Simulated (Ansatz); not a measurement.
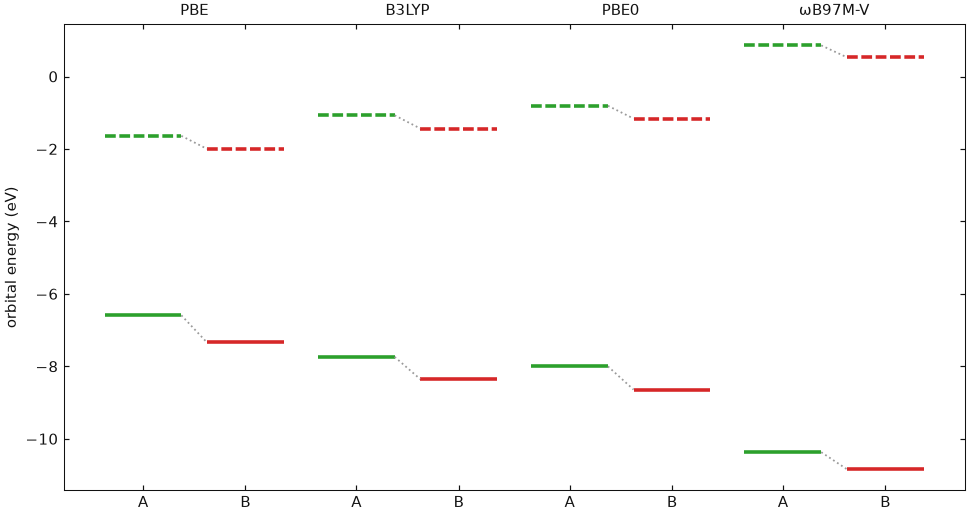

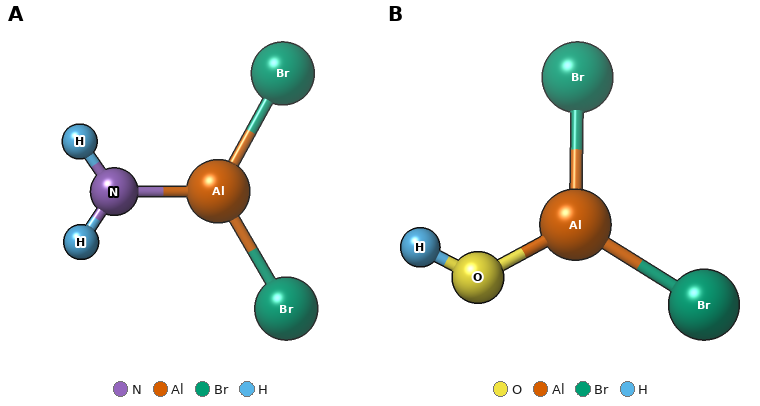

One change: A, AlNH₂Br₂ (SMILES [NH2][Al]([Br])[Br]), becomes B, AlHOBr₂ (SMILES [OH][Al]([Br])[Br]). NH₂ on Al is replaced by OH. HOMO (solid) and LUMO (dashed) computed in def2-TZVPP at PBE0-D4/def2-TZVP geometries, both minima by their frequencies, gas phase, the Ansatz code 0.2.0. Empty levels above zero depend strongly on the basis.

Q: What does the change do to HOMO and LUMO?

A: PBE: the HOMO falls by 0.75 eV, the LUMO falls by 0.36 eV, and the separation goes from 4.95 to 5.34 eV. B3LYP: the HOMO falls by 0.61 eV, the LUMO falls by 0.36 eV, and the separation goes from 6.67 to 6.92 eV. PBE0: the HOMO falls by 0.64 eV, the LUMO falls by 0.35 eV, and the separation goes from 7.19 to 7.48 eV. ωB97M-V: the HOMO falls by 0.47 eV, the LUMO falls by 0.33 eV, and the separation goes from 11.23 to 11.37 eV.

Q: Do the functionals agree on the effect?

A: They agree on the direction for both levels; the HOMO shift lies between −0.75 and −0.47 eV and the LUMO shift between −0.36 and −0.33 eV, while the separations themselves differ by up to 6.3 eV between functionals.
